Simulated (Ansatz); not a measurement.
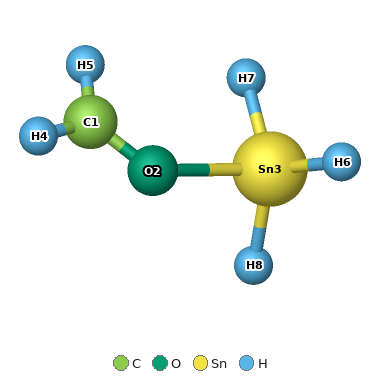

The system is CH5OSn, SMILES [CH2+][O][SnH3], charge +1; the picture shows the reference structure. First axis: dihedral H4–C1–O2–Sn3. Second axis: dihedral C1–O2–Sn3–H6. Nothing is relaxed (all other coordinates rigid). The scan uses a 12 × 11 grid. Points are written as (first, second). Energies are in kJ/mol, from the lowest grid point. Method: Ansatz, RKS PBE0-D4/def2-TZVP.

Its coordinates:

```yaml
atoms:
  - { symbol: C, position_ang: [-0.2784, 0.8460, -1.3855] }
  - { symbol: O, position_ang: [-0.7333, 0.1881, -0.4656] }
  - { symbol: Sn, position_ang: [0.2240, -0.7688, 1.2523] }
  - { symbol: H, position_ang: [-0.9652, 1.2312, -2.1479] }
  - { symbol: H, position_ang: [0.7950, 1.0625, -1.4712] }
  - { symbol: H, position_ang: [-0.6093, 0.0822, 2.4418] }
  - { symbol: H, position_ang: [1.8073, -0.2967, 0.8919] }
  - { symbol: H, position_ang: [-0.2401, -2.3446, 0.8842] }
```

Range: dihedral H4–C1–O2–Sn3 from −180 to 150°; dihedral C1–O2–Sn3–H6 from 30 to 210°.

**What will the energy surface look like?**

The lowest grid point is at (−180°, 120°). The energy also falls towards the edge at (−180°, 210°) (1.2 kJ/mol above the lowest) and (−180°, 30°) (1.3 kJ/mol above the lowest), where a further well may lie outside the range. A higher local minimum lies near (0°, 120°) (1.6 kJ/mol above the lowest at that grid point). The highest grid point, (−90°, 120°), lies 36.7 kJ/mol above the lowest. On the interpolated surface the easiest way out of the lowest well to the well at (0°, 120°) passes a barrier of about 35 kJ/mol.

```
dihedral C1–O2–Sn3–H6 ↓, dihedral H4–C1–O2–Sn3 →  −180  −150  −120   −90   −60   −30    0    30    60    90   120   150
                                             210   1.2   8.2  25.6  36.0  28.0  11.6  2.9   9.6  26.4  36.0  27.2  10.1
                                             192   2.2   9.1  25.6  35.4  27.4  11.7  3.9  10.5  26.4  35.4  26.5  10.2
                                             174   2.3  10.0  26.2  35.2  26.5  10.8  4.1  11.4  27.1  35.2  25.7   9.4
                                             156   1.6  10.2  27.0  35.7  26.2   9.8  3.3  11.7  27.8  35.7  25.4   8.4
                                             138   0.5   9.6  27.2  36.4  26.7   9.4  2.2  11.1  28.1  36.4  25.8   8.0
                                             120   0.0   8.5  26.7  36.7  27.5   9.9  1.6  10.0  27.6  36.7  26.6   8.5
                                             102   0.5   8.0  25.9  36.4  28.1  11.0  2.1   9.4  26.7  36.4  27.2   9.5
                                              84   1.5   8.4  25.4  35.7  27.9  11.7  3.2   9.8  26.2  35.7  27.0  10.2
                                              66   2.3   9.4  25.7  35.2  27.1  11.5  4.0  10.8  26.5  35.2  26.3  10.0
                                              48   2.2  10.1  26.5  35.3  26.4  10.5  3.9  11.6  27.3  35.3  25.6   9.1
                                              30   1.3  10.1  27.2  36.0  26.4   9.7  3.0  11.6  28.0  36.0  25.6   8.3
```

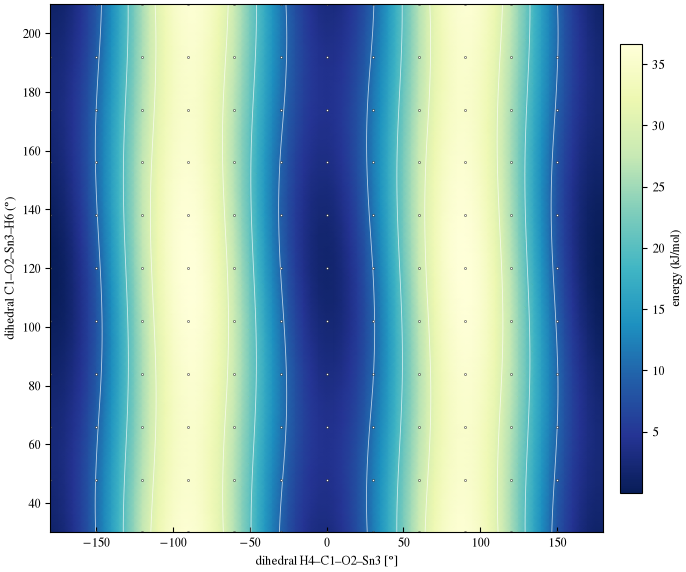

In the figure: a smooth colour map with a few white contour lines, dots at the grid points. Between grid points the surface is interpolated.

The whole map (132 points run) took 11 min on 1 thread of Arm Neoverse V1 (shared host).
